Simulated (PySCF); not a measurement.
# C5H5N3: the cost of one run

Programs: PySCF 2.14.0, with routines of our own; each step states its level. All values are computed. Atoms count from 0.

## Step 1: The system as given

13 atoms, charge 0, multiplicity 1; geometry from: GFN2-xTB.

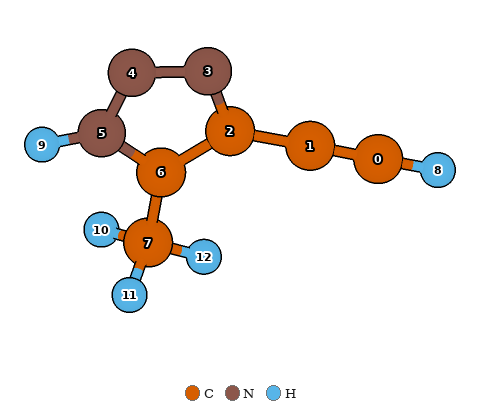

The starting geometry (carbon orange, nitrogen brown, hydrogen blue).

## Step 2: Magnetic properties: GIAO B3LYP/pcSseg-1

Job settings and geometry (Å):

```
{"job": {"kind": "mag", "xc": "B3LYP", "basis": "pcSseg-1", "isotopologues": 2}, "charge": 0, "multiplicity": 1}
C      2.955071     0.494435    -0.135283
C      1.770392     0.681051    -0.178975
C      0.379432     0.878342    -0.233389
N     -0.211515     2.101675    -0.236194
N     -1.472127     1.962884    -0.294484
N     -1.758548     0.658545    -0.330998
C     -0.623727    -0.081661    -0.295385
C     -0.588802    -1.560786    -0.312870
H      3.992196     0.345060    -0.096486
H     -2.711904     0.334021    -0.380390
H     -1.187050    -1.951179    -1.135948
H     -0.986152    -1.964383     0.619342
H      0.438347    -1.897516    -0.427639
```

Method: GIAO B3LYP/pcSseg-1 magnetisability, rotational g tensor and spin-rotation constants, non-relativistic, gas phase.

Command:

```
> OMP_NUM_THREADS=1 python excited_run.py task.json out
```

One launch serves the whole session: the jobs run in the order shown.

**Question.** How long does this first job take on 1 thread of Intel Xeon Platinum 8375C at 2.90GHz, shared host, and how much memory does it need?

About 20 s, with a peak of 0.74 GiB.
